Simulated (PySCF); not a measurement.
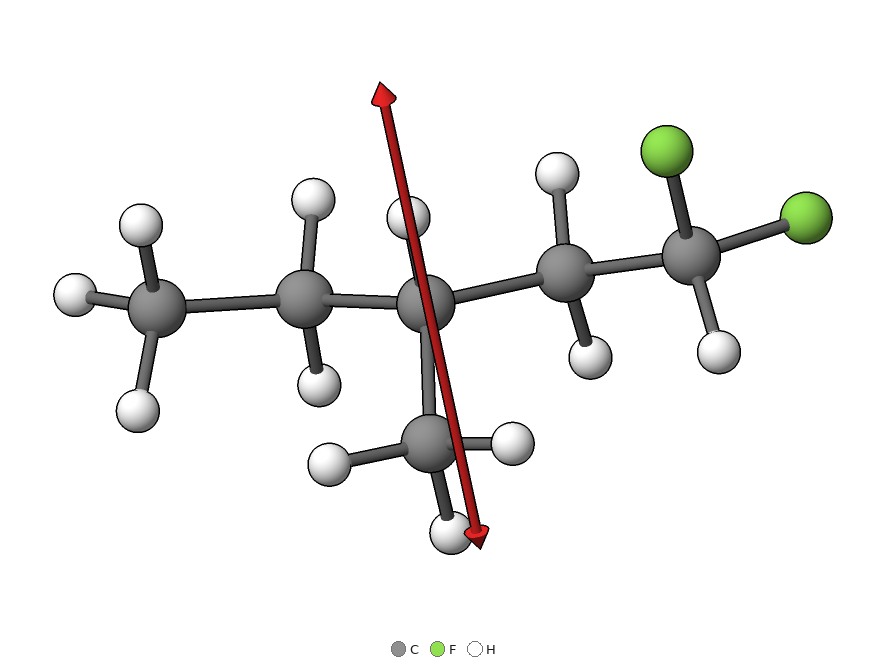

The double arrow shows the direction of the transition dipole to excited singlet state 6 (its length means nothing). The geometry was computed by an optimisation with PBE0-D3(BJ)/def2-SVP. No frequency run is at hand to confirm it as a minimum. Level of theory: TDDFT CAM-B3LYP/def2-SVPD, vertical, gas phase, core orbitals frozen in the response (PySCF 2.14.0).

### Give its energy, strength and character.

9.60 eV (129 nm), oscillator strength 0.030, of mixed character, with the largest part HOMO−1 → LUMO+1 (weight 0.29); transition dipole 0.90 D.
